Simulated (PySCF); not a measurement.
Input file:

```
{"job": {"kind": "uv", "xc": "PBE0", "basis": "def2-SVPD", "nstates": 8, "ntriplets": 3}, "charge": 0, "multiplicity": 1}
F     -3.066418    -0.442769     1.382776
Si    -2.506992     0.096145    -0.027393
C     -0.685187     0.570598     0.232859
C      0.127247    -0.569364     0.817880
S      1.868433    -0.102548     1.160810
Si     2.683651     0.043682    -0.810963
H     -3.329893     1.248576    -0.355592
H     -2.659955    -1.033252    -0.932714
H     -0.243640     0.879077    -0.716857
H     -0.612306     1.429146     0.904367
H      0.144699    -1.433819     0.154243
H     -0.270988    -0.874071     1.784821
H      2.247183     1.283175    -1.450813
H      4.118037     0.013615    -0.599674
H      2.181716    -1.100201    -1.565661
```

Command:

```sh
OMP_NUM_THREADS=1 python probes_run.py task.json out
```

Geometry: GFN2-xTB.

These are results of PBE0/def2-SVPD, SCF density, gas phase (PySCF), not measurements.

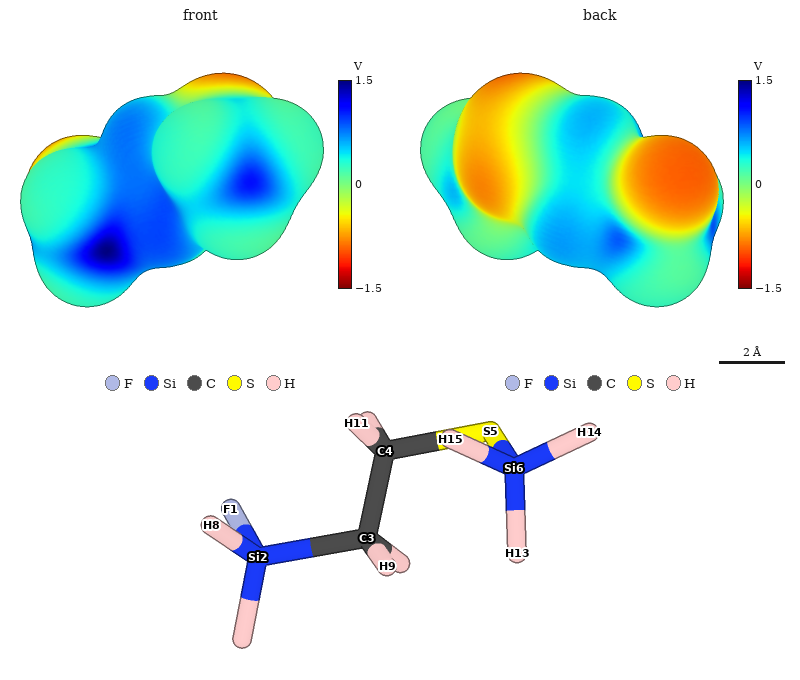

C₂H₉FSSi₂. The electrostatic potential painted on the density surface at 0.001 e/bohr³, seen from the front and from behind; red is negative and blue positive. The bare structure is drawn below in the same view.

Q: Describe the electrostatic potential map.

A: The most negative region (about −0.9 V) lies over F1, the most positive (about +1.3 V) over Si2.
